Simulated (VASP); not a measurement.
Band structure of IrPd (space group R-3m). These are LDA (Ceperley-Alder, Perdew-Zunger) with spin-orbit coupling, VASP's LDA PAW potentials (set 64) (plane waves; VASP) values and carry that method's errors.

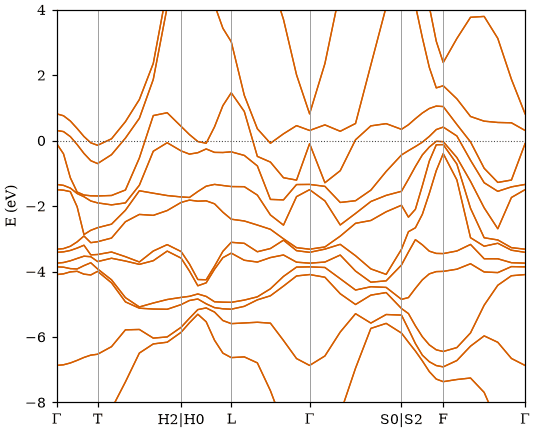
Figure. Bands along high-symmetry lines, zero at the valence-band maximum or, without a gap, the Fermi level

Problem. Read the plot: is there a gap, and where are the band edges?

Solution. It has no gap at this level: it comes out as a metal or semimetal.

The structure comes from a computed database's IrPd entry (R-3m); how it stands against other phases isn't given here. It was relaxed first, which changed the volume by -6 %.
